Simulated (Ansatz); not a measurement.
# How fast states decay through LaAgSeO, part 3 of 3

A new crystal, LaAgSeO: structure, gap and complex bands. It is built by putting Se for part of the O in the LaAgO2 structure of space group P6_3/mmc, with the volume rescaled by atomic radii. The parent structure comes from the Materials Project.

Ansatz 0.2.0; PBE DFT, plane waves, PAW files (the session's first sound run).

So far, gap on the k-mesh (eV): step 3 (band edges, PBE) 1.18; step 6 (PBEsol) 1.09.

The structure was built from a prototype and need not be the compound's stable phase.

## (7) Complex bands at another level

This step: PBEsol DFT, plane waves, PAW files; complex bands by layer matching along the plane's normal (Ansatz 0.2.0).

The complex bands at that level, over its own gap, at (0, 0) and (0.5, 0).

Input file input.yaml:

```yaml
crystal:
  lattice:
    - [4.084209773, 0.0, 0.0]
    - [2.042104886, 3.537029417, 0.0]
    - [0.0, 0.0, 14.237010533]
  atoms:
    - { symbol: La, position: [0.0, 0.0, 0.9682921558] }
    - { symbol: La, position: [0.0, 0.0, 0.4682921558] }
    - { symbol: Ag, position: [0.6666666667, 0.6666666667, 0.2679203472] }
    - { symbol: Ag, position: [0.3333333333, 0.3333333333, 0.7679203472] }
    - { symbol: Se, position: [0.6666666667, 0.6666666667, 0.0979341796] }
    - { symbol: O, position: [0.6666666667, 0.6666666667, 0.4158533174] }
    - { symbol: Se, position: [0.3333333333, 0.3333333333, 0.5979341796] }
    - { symbol: O, position: [0.3333333333, 0.3333333333, 0.9158533174] }
kpoints:
  mp_grid: { grid: [6, 6, 2] }
scf:
  occupations: { method: fixed }
hamiltonian:
  xc: pbesol
output:
  eigenvalues: true
  transmission:
    leads: [[0, 0]]
    kpoints: [[0.0, 0.0], [0.5, 0.0]]
    e_range: [-1.0, 2.09]
    de: 0.05
```

Run with:

```bash
ansatz run input.yaml --threads 2 --pin off --max-ram 4096MiB --backend cpu --events-out ev --progress --plain --runs-dir out
```

Numbers of over 12 decimals in the logs are rounded to 6 here.

The log of the run:

```text
[...]
Crystal: 8 atoms, lattice volume = 205.667 Å³
Basis set: ecut = 420 eV, 4007 PW (Γ)
Bands: 63, of which v1, the nominal top of the filled ones, is band 52 counted from 1 (51 counted from 0)
Symmetry: 12 space group operations
[...]
k-points: 14 of 72
[...]
SCF iter   1: F=—  HF=-39344.887558 eV  |F-HF|=—  |Δ(HF+E_count)|=         —  Δρ=1.02e-2  dr2=2.27e-1  ethr=1.77e-3  ⟨swp⟩=5.2  Hψ=2639  notcnv=0  defer=117
[...]
SCF iter   9: F=-39344.846925 eV  HF=-39344.846925 eV  |F-HF|=2.44e-8  |Δ(HF+E_count)|=   7.08e-8  Δρ=2.72e-6  dr2=2.41e-8  ethr=9.62e-11  ⟨swp⟩=12.3  Hψ=3910  notcnv=0
SCF 1 converged in 9 iterations: F = -39344.846925 eV  dr2 = 2.41e-8
[...]
transmission: 18 of 36 steps passed
transmission: 36 of 36 steps passed
SCF converged after 9 iterations
Free energy (F): -39344.846925 eV
[...]
Internal energy: -39344.846925 eV  (E = F + TS)
E sigma→0 (E₀):  -39344.846925 eV
Fermi energy:    7.700220 eV
[...]
--- Band table (eV; the first three rows and the last of 14) ---
  k-point 0: bands = [... 48 lower, 7.4770, 7.4770, 7.7002, 7.7002, 8.7849, 9.6457, 10.4734, 10.6946, ... 7 higher]
  k-point 1: bands = [... 48 lower, 7.5908, 7.5908, 7.5908, 7.5908, 9.2593, 9.2593, 10.5574, 10.5574, ... 7 higher]
  k-point 2: bands = [... 48 lower, 6.9531, 7.0958, 7.3281, 7.5384, 9.1869, 9.6301, 10.4188, 10.6414, ... 7 higher]
  k-point 13: bands = [... 48 lower, 6.4266, 6.4266, 6.6155, 6.6155, 9.9438, 9.9438, 10.3501, 10.3501, ... 7 higher]
--- Transmission ---
  basis      : 121 plane waves across, 18 finite elements along
  points     : 2, as listed
[...]
channels       : 0.000000e0 a spin
[...]
slowest decay  : 0.1773 /Å at (0.0000, 0.0000)
```

Run time: 18 s. Hardware: 2 threads of Arm Neoverse V2, shared host; peak memory 0.66 GiB; 36 s of CPU time.

This step gave:

| Property | Result |
| --- | --- |
| free energy | -39344.8469 eV |
| level to which the leads are filled | 0.5424 eV from the Fermi level |
| decay constant at the filling level, zone centre | 0.1773 Å⁻¹ |
| decay constant at the filling level, slowest listed point | 0.1773 Å⁻¹ |

K parallel (0, 0); values up to 1.266 1/Å, a degenerate pair printed once or twice; energies at which all values exceed this have no row. Im kz of the slowest decaying states against energy, zero at the highest filled level on the SCF mesh:

| energy (eV) | decay 1 (Å⁻¹) | decay 2 (Å⁻¹) | decay 3 (Å⁻¹) | decay 4 (Å⁻¹) |
| --- | --- | --- | --- | --- |
| -1.0000 | 0.232 | 0.351 | 0.696 | 1.10 |
| -0.7500 | 0.237 | 0.318 | 0.697 | 1.10 |
| -0.5000 | 0.237 | 0.258 | 0.695 | 1.09 |
| -0.2500 | 0.0930 | 0.233 | 0.692 | 1.08 |
| 0.0000 | 0.00557 | 0.223 | 0.688 | 1.08 |
| 0.2500 | 0.207 | 0.266 | 0.681 | 1.07 |
| 0.5000 | 0.183 | 0.345 | 0.673 | 1.06 |
| 0.7500 | 0.147 | 0.395 | 0.664 | 1.05 |
| 1.0000 | 0.0784 | 0.430 | 0.654 | 1.01 |
| 1.2500 | 0.457 | 0.643 | 0.976 | 1.02 |
| 1.5000 | 0.477 | 0.631 | 0.931 | 1.00 |
| 1.7500 | 0.492 | 0.620 | 0.877 | 0.989 |
| 2.0000 | 0.0808 | 0.502 | 0.617 | 0.800 |

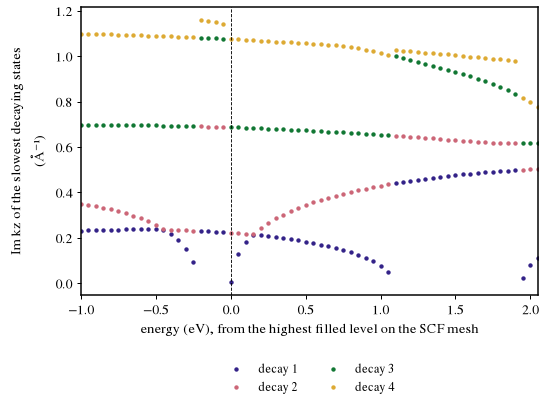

Im kz of the slowest decaying states, plotted against energy.

K parallel (0.5, 0); values up to 1.266 1/Å, a degenerate pair printed once or twice; energies at which all values exceed this have no row. Table of Im kz of the slowest decaying states by energy, zero at the highest filled level on the SCF mesh:

| energy (eV) | decay 1 (Å⁻¹) | decay 2 (Å⁻¹) | decay 3 (Å⁻¹) | decay 4 (Å⁻¹) |
| --- | --- | --- | --- | --- |
| -1.0000 | 0.318 | 0.334 | 0.499 | 1.13 |
| -0.7500 | 0.251 | 0.350 | 0.467 | 0.575 |
| -0.5000 | 0.0698 | 0.373 | 0.424 | 0.639 |
| -0.2500 | 0.389 | 0.389 | 0.407 | 0.664 |
| 0.0000 | 0.392 | 0.400 | 0.516 | 0.676 |
| 0.2500 | 0.377 | 0.406 | 0.622 | 0.682 |
| 0.5000 | 0.357 | 0.409 | 0.683 | 0.750 |
| 0.7500 | 0.333 | 0.408 | 0.681 | 0.936 |
| 1.0000 | 0.301 | 0.403 | 0.676 | 0.944 |
| 1.2500 | 0.257 | 0.396 | 0.669 | 0.756 |
| 1.5000 | 0.186 | 0.385 | 0.659 | 0.694 |
| 1.7500 | 0.372 | 0.647 | 0.651 | 1.26 |
| 2.0000 | 0.359 | 0.613 | 0.633 | 1.17 |

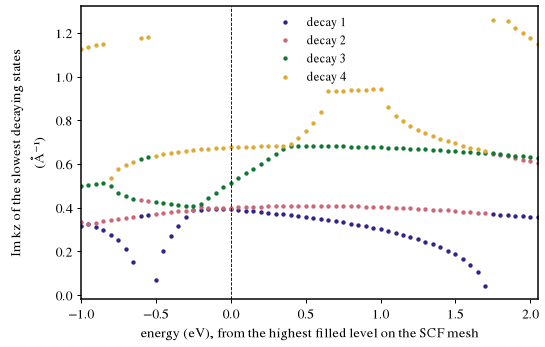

Im kz of the slowest decaying states, plotted against energy.

At the listed wavevectors the last open channel is at -0.05 eV and the next at +1.10 eV on the grid. At +0.55 eV, the grid energy nearest the filling level (the middle of the gap on the SCF mesh), the slowest state at the listed wavevectors decays with κ = 0.177 Å⁻¹, its amplitude falling by e over 5.6 Å; the first such run, plane (001), gave 0.185 Å⁻¹.

## (8) A repeat with changed settings: hamiltonian.xc = "lda" and scf.n_extra_bands = 32

This step: LDA DFT, plane waves, PAW files; complex bands by layer matching along the plane's normal; changed: hamiltonian.xc = "lda", scf.n_extra_bands = 32 (Ansatz 0.2.0).

This run repeats an earlier one, its twin (the complex run, plane (001)), with two settings changed (hamiltonian.xc, scf.n_extra_bands; files written aside). It is meant to test how much rests on the functional and whether the numerical route changes the result or only the time. Where the input is shown as a difference, that is against the step before, not the twin.

Changes to input.yaml since step 7:

```diff
@@ -18,4 +18,5 @@
   occupations: { method: fixed }
+  n_extra_bands: 32
 hamiltonian:
-  xc: pbesol
+  xc: lda
 output:
@@ -25,3 +26,3 @@
     kpoints: [[0.0, 0.0], [0.5, 0.0]]
-    e_range: [-1.0, 2.09]
+    e_range: [-1.0, 2.18]
     de: 0.05
```

The log of the run:

```text
[...]
Crystal: 8 atoms, lattice volume = 205.667 Å³
Basis set: ecut = 420 eV, 4007 PW (Γ)
Bands: 84, of which v1, the nominal top of the filled ones, is band 52 counted from 1 (51 counted from 0)
Symmetry: 12 space group operations
[...]
k-points: 14 of 72
[...]
SCF iter   1: F=—  HF=-38953.093404 eV  |F-HF|=—  |Δ(HF+E_count)|=         —  Δρ=1.18e-2  dr2=3.03e-1  ethr=1.77e-3  ⟨swp⟩=4.0  Hψ=3283  notcnv=0  defer=392
[...]
SCF iter   9: F=-38953.033120 eV  HF=-38953.033120 eV  |F-HF|=2.52e-9  |Δ(HF+E_count)|=   4.56e-8  Δρ=1.71e-6  dr2=8.71e-9  ethr=9.62e-11  ⟨swp⟩=3.0  Hψ=1986  notcnv=0
SCF 1 converged in 9 iterations: F = -38953.033120 eV  dr2 = 8.71e-9
[...]
transmission: 18 of 36 steps passed
transmission: 36 of 36 steps passed
SCF converged after 9 iterations
Free energy (F): -38953.033120 eV
[...]
Internal energy: -38953.033120 eV  (E = F + TS)
E sigma→0 (E₀):  -38953.033120 eV
Fermi energy:    7.504174 eV
[...]
--- Band table (eV; the first three rows and the last of 14) ---
  k-point 0: bands = [... 48 lower, 7.2838, 7.2838, 7.5042, 7.5042, 8.5299, 9.3916, 10.1988, 10.4127, ... 28 higher]
  k-point 1: bands = [... 48 lower, 7.3961, 7.3961, 7.3961, 7.3961, 9.0050, 9.0050, 10.2802, 10.2802, ... 28 higher]
  k-point 2: bands = [... 48 lower, 6.7575, 6.8982, 7.1361, 7.3436, 8.9333, 9.3783, 10.1509, 10.3697, ... 28 higher]
  k-point 13: bands = [... 48 lower, 6.2118, 6.2118, 6.4197, 6.4197, 9.6831, 9.6831, 10.0941, 10.0941, ... 28 higher]
--- Transmission ---
  basis      : 121 plane waves across, 18 finite elements along
  points     : 2, as listed
[...]
channels       : 0.000000e0 a spin
[...]
slowest decay  : 0.1757 /Å at (0.0000, 0.0000)
```

It took 21 s on 2 threads; peak memory 0.65 GiB.

Numbers from this step:

- free energy: -38953.0331 eV
- Fermi energy: 7.504 eV
- gap on the k-mesh: 1.026 eV
- level to which the leads are filled: 0.5128 eV from the Fermi level
- decay constant at the filling level, zone centre: 0.1757 Å⁻¹
- decay constant at the filling level, slowest listed point: 0.1757 Å⁻¹

K parallel (0, 0); values up to 1.266 1/Å, a degenerate pair printed once or twice; energies at which all values exceed this have no row. The Im kz of the slowest decaying states by energy, zero at the highest filled level on the SCF mesh:

| energy (eV) | decay 1 (Å⁻¹) | decay 2 (Å⁻¹) | decay 3 (Å⁻¹) | decay 4 (Å⁻¹) |
| --- | --- | --- | --- | --- |
| -1.0000 | 0.231 | 0.354 | 0.695 | 1.10 |
| -0.7500 | 0.236 | 0.321 | 0.695 | 1.09 |
| -0.5000 | 0.235 | 0.260 | 0.694 | 1.09 |
| -0.2500 | 0.0983 | 0.230 | 0.690 | 1.08 |
| 0.0000 | 0.0066 | 0.219 | 0.685 | 1.07 |
| 0.2500 | 0.202 | 0.267 | 0.679 | 1.06 |
| 0.5000 | 0.176 | 0.346 | 0.671 | 1.05 |
| 0.7500 | 0.135 | 0.396 | 0.662 | 1.04 |
| 1.0000 | 0.0436 | 0.431 | 0.652 | 1.01 |
| 1.2500 | 0.458 | 0.641 | 0.965 | 1.02 |
| 1.5000 | 0.478 | 0.631 | 0.918 | 1.00 |
| 1.7500 | 0.492 | 0.623 | 0.857 | 0.987 |
| 2.0000 | 0.116 | 0.501 | 0.636 | 0.759 |

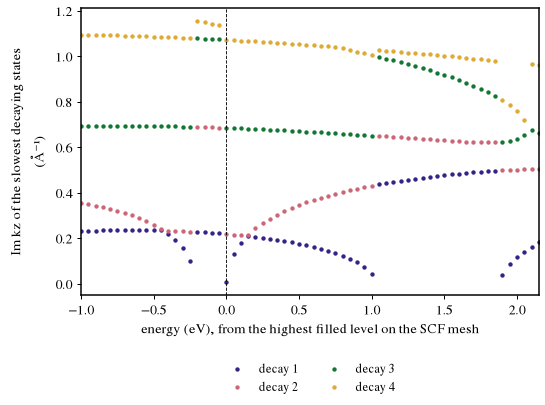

Im kz of the slowest decaying states, plotted against energy.

K parallel (0.5, 0); values up to 1.266 1/Å, a degenerate pair printed once or twice; energies at which all values exceed this have no row. The Im kz of the slowest decaying states by energy, zero at the highest filled level on the SCF mesh:

| energy (eV) | decay 1 (Å⁻¹) | decay 2 (Å⁻¹) | decay 3 (Å⁻¹) | decay 4 (Å⁻¹) |
| --- | --- | --- | --- | --- |
| -1.0000 | 0.313 | 0.341 | 0.502 | 1.13 |
| -0.7500 | 0.260 | 0.347 | 0.442 | 0.602 |
| -0.5000 | 0.0567 | 0.371 | 0.413 | 0.649 |
| -0.2500 | 0.387 | 0.395 | 0.399 | 0.669 |
| 0.0000 | 0.385 | 0.398 | 0.524 | 0.679 |
| 0.2500 | 0.369 | 0.404 | 0.636 | 0.683 |
| 0.5000 | 0.349 | 0.406 | 0.684 | 0.782 |
| 0.7500 | 0.324 | 0.405 | 0.681 | 0.936 |
| 1.0000 | 0.290 | 0.400 | 0.676 | 0.847 |
| 1.2500 | 0.242 | 0.392 | 0.668 | 0.735 |
| 1.5000 | 0.160 | 0.382 | 0.659 | 0.680 |
| 1.7500 | 0.369 | 0.639 | 0.647 | - |
| 2.0000 | 0.362 | 0.602 | 0.636 | 1.14 |

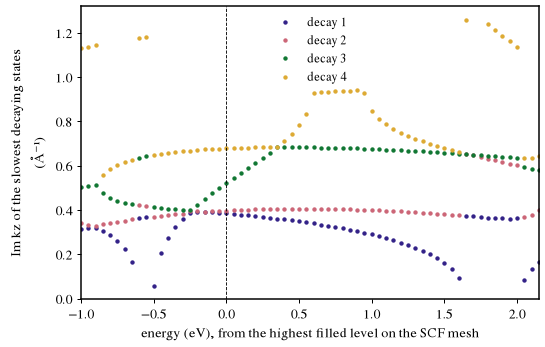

Im kz of the slowest decaying states against energy.

The least decay constant is 0.176 Å⁻¹ against 0.185 Å⁻¹ in the twin: a change of -5 %.

## (9) What came out

* band gap: 1.18 eV
* least decay constant at mid-gap, normal to (001): 0.185 Å⁻¹
* least decay constant on a mesh, normal to (001): 0.186 Å⁻¹
* least decay constant, PBEsol: 0.177 Å⁻¹

With PBE, the slowest decay at the wavevectors tried is κ = 0.185 Å⁻¹, normal to (001). Through such a film the transmission near mid-gap falls as exp(−2κd), a factor of ten every 6.2 Å. A free electron under a barrier of half the gap would need a mass of 0.22 mₑ to decay at this rate. With PBEsol the gap goes from 1.18 to 1.09 eV and the decay constant, over the first 2 listed wavevectors, from 0.185 to 0.177 Å⁻¹. The compound is made up by substitution; its stability against other phases and against distortions of the cell's symmetry was not tested. A semilocal functional narrows gaps, so real decay constants are likely larger.

[Logs are printed without paths, hosts, clocks, repeated set-up lines and the standing remarks that a program may print on its own settings, such as how far it seeks lower states.]

[Hosts, paths, dates, database ids (printed as entryN), source tags and the programs' standing remarks are cut or masked in the printed files.]

[New means built here by substitution; the compound itself may be known and measured.]
